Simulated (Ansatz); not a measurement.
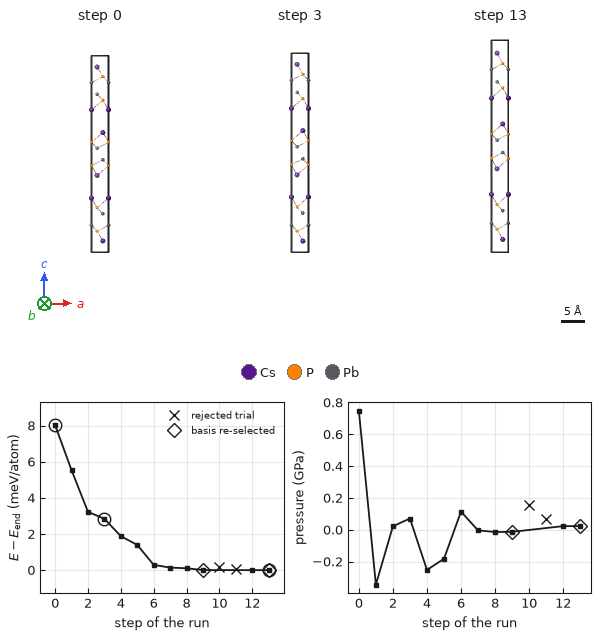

Frames of a relaxation of a crystal of CsPPb (built on the YOF-166 type type), marked on the history of the run. The picture is a ball-and-stick view of the conventional cell (3 times the calculation's cell), seen along the b axis. Lengths and directions refer to the drawn axes.

Method: DFT, r2SCAN+rVV10, plane waves, PAW in Ansatz.

The input:
```yaml
crystal:
  lattice:
    - [2.1469154462, 1.2395222134, 14.2587624229]
    - [-2.1469154462, 1.2395222134, 14.2587624229]
    - [0.0, -2.4790444189, 14.2587624236]
  atoms:
    - { symbol: Cs, position: [0.7244009413, 0.7244009413, 0.7244009413] }
    - { symbol: Cs, position: [0.2755990587, 0.2755990587, 0.2755990587] }
    - { symbol: P, position: [0.5596231685, 0.5596231685, 0.5596231685] }
    - { symbol: P, position: [0.4403768315, 0.4403768315, 0.4403768315] }
    - { symbol: Pb, position: [0.1371836955, 0.1371836955, 0.1371836955] }
    - { symbol: Pb, position: [0.8628163045, 0.8628163045, 0.8628163045] }
kpoints:
  mp_grid: { grid: [6, 6, 6] }
hamiltonian:
  xc: r2scan
  dispersion: rvv10
scf:
  occupations: { method: fermi_dirac, width: 0.03 }
relax:
  f_tol: 0.01
  cell: {}
  max_steps: 120
output:
  write_density: true
  write_potential: true
  elf: true
  volumetric_format: npy
```

Launched with:
```bash
ansatz run input.yaml --threads 2 --pin off --max-ram 20275MiB --backend cpu --events-out ev --progress --plain --runs-dir out
```

> Describe the path.

Over 9 accepted moves (13 points after the start) the energy falls by 8.0 meV per atom. The largest force component goes from 0.25 to 0.0079 eV/Å. The pressure goes from 0.75 to 0.02 GPa. The line search rejected the trial steps at points 10, 11 of the run. At 2 points the geometry stayed and the basis and grid were re-selected for the new cell (energy shift of 0.1 meV per atom at most each time). The largest moves relative to the cell, 0.13 Å, are those of Cs1 and Cs2. Cs2 goes along −c. Largest moves by element: Cs 0.13 Å, P 0.09 Å, Pb 0.01 Å. Cell: a = b 4.294 → 4.257 Å (−0.9 %), c 42.776 → 46.111 Å (+7.8 %). Volume +6.0 %. Some distances before and after: Cs1–P4 3.255 → 3.320 Å, P3–Pb6 2.794 → 2.784 Å. Bond angles that change, for instance: Cs1–P4–Cs1 82.5° → 79.7°, P3–Cs2–P3 82.5° → 79.7°. The space group stays R-3m (No. 166). Cost: 5.7 min on 2 threads of AMD EPYC 7R13 Processor (Zen 3), with other jobs on the host, peak memory 1.5 GiB. From step 0 to 3: Cs atoms move most (0.09 Å), volume +0.8 %, energy −5.2 meV per atom. From step 3 to 13: Cs atoms move most (0.22 Å), volume +5.1 %, energy −2.8 meV per atom.

```json
{"step": "0", "E − E(0), meV/atom": "0.00", "largest force component, eV/Å": "0.2466", "pressure, GPa": "0.75", "volume, Å³/atom": "37.945", "note": ""}
{"step": "1", "E − E(0), meV/atom": "-2.50", "largest force component, eV/Å": "0.2228", "pressure, GPa": "-0.34", "volume, Å³/atom": "38.264", "note": ""}
{"step": "2", "E − E(0), meV/atom": "-4.80", "largest force component, eV/Å": "0.1273", "pressure, GPa": "0.02", "volume, Å³/atom": "38.238", "note": ""}
{"step": "3", "E − E(0), meV/atom": "-5.19", "largest force component, eV/Å": "0.1094", "pressure, GPa": "0.07", "volume, Å³/atom": "38.248", "note": ""}
{"step": "4", "E − E(0), meV/atom": "-6.15", "largest force component, eV/Å": "0.0246", "pressure, GPa": "-0.25", "volume, Å³/atom": "39.491", "note": ""}
{"step": "5", "E − E(0), meV/atom": "-6.63", "largest force component, eV/Å": "0.0209", "pressure, GPa": "-0.18", "volume, Å³/atom": "39.459", "note": ""}
{"step": "6", "E − E(0), meV/atom": "-7.74", "largest force component, eV/Å": "0.0664", "pressure, GPa": "0.11", "volume, Å³/atom": "39.988", "note": ""}
{"step": "7", "E − E(0), meV/atom": "-7.89", "largest force component, eV/Å": "0.0228", "pressure, GPa": "0.00", "volume, Å³/atom": "40.401", "note": ""}
{"step": "8", "E − E(0), meV/atom": "-7.92", "largest force component, eV/Å": "0.0099", "pressure, GPa": "-0.01", "volume, Å³/atom": "40.204", "note": ""}
{"step": "9", "E − E(0), meV/atom": "-8.02", "largest force component, eV/Å": "0.0101", "pressure, GPa": "-0.01", "volume, Å³/atom": "40.204", "note": "same geometry, new basis"}
{"step": "10", "E − E(0), meV/atom": "-7.86", "largest force component, eV/Å": "0.0507", "pressure, GPa": "0.15", "volume, Å³/atom": "40.204", "note": "rejected"}
{"step": "11", "E − E(0), meV/atom": "-7.99", "largest force component, eV/Å": "0.0350", "pressure, GPa": "0.07", "volume, Å³/atom": "40.204", "note": "rejected"}
{"step": "12", "E − E(0), meV/atom": "-8.03", "largest force component, eV/Å": "0.0079", "pressure, GPa": "0.02", "volume, Å³/atom": "40.204", "note": ""}
{"step": "13", "E − E(0), meV/atom": "-8.03", "largest force component, eV/Å": "0.0079", "pressure, GPa": "0.02", "volume, Å³/atom": "40.204", "note": "same geometry, new basis"}
```
